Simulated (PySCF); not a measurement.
System: C6H12OSi2.

The calculation's input:

```
{"job": {"kind": "nmr", "xc": "PBE0", "basis": "pcSseg-1"}, "charge": 0, "multiplicity": 1}
C     -2.124626    -1.689304     0.152923
C     -1.339345    -0.625530     0.174871
C     -1.743577     0.766245    -0.231489
C     -0.417988     1.510056    -0.391033
C      0.492210     0.878965     0.668398
Si     2.351817     1.025854     0.266372
O      2.527389    -0.379432    -0.560343
Si     1.303146    -1.467183    -0.623314
C      0.096481    -0.612168     0.600843
H     -1.769684    -2.657136     0.464823
H     -3.149297    -1.636153    -0.173830
H     -2.334554     1.217180     0.571826
H     -2.351013     0.773793    -1.136967
H     -0.013211     1.318383    -1.387950
H     -0.520883     2.587928    -0.264321
H      0.217817     1.288109     1.645601
H      3.211568     0.954839     1.443394
H      2.683368     2.094274    -0.667474
H      1.840089    -2.728943    -0.130308
H      0.826362    -1.511217    -2.000655
H      0.205011    -1.091617     1.578160
```

Command:

```sh
OMP_NUM_THREADS=1 python probes_run.py task.json out
```

Geometry: GFN2-xTB.

Theory: PBE0/pcSseg-1, SCF density, gas phase, non-relativistic (PySCF).

### Predict the electron density and electron localisation function between the atoms.

C–C (1.32 Å): ρ at the midpoint is about 2.3 e/Å³; the ELF peaks at about 0.90 between the atoms (a short, multiple covalent bond).
Si–O (1.64 Å): the density is about 1.1 e/Å³ at the midpoint; the ELF peaks at about 0.85 between the atoms (a polar covalent bond).
C–Si (1.91 Å): the density is about 0.93 e/Å³ at the midpoint; the ELF peaks at about 0.95 between the atoms: a shared electron pair.

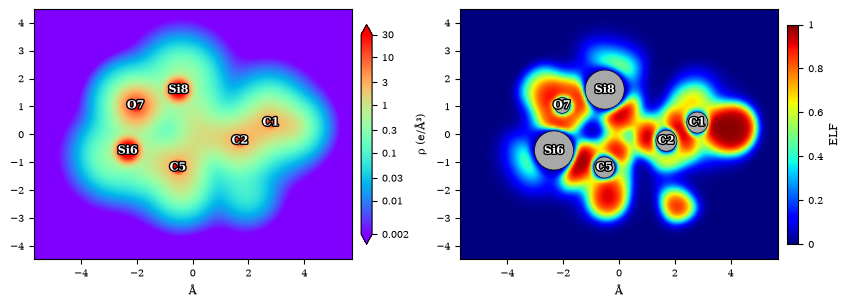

Computed electron density and electron localisation function on the plane of atoms C5, Si6 and O7, in this order. Grey discs cover the atomic cores in the ELF map. 
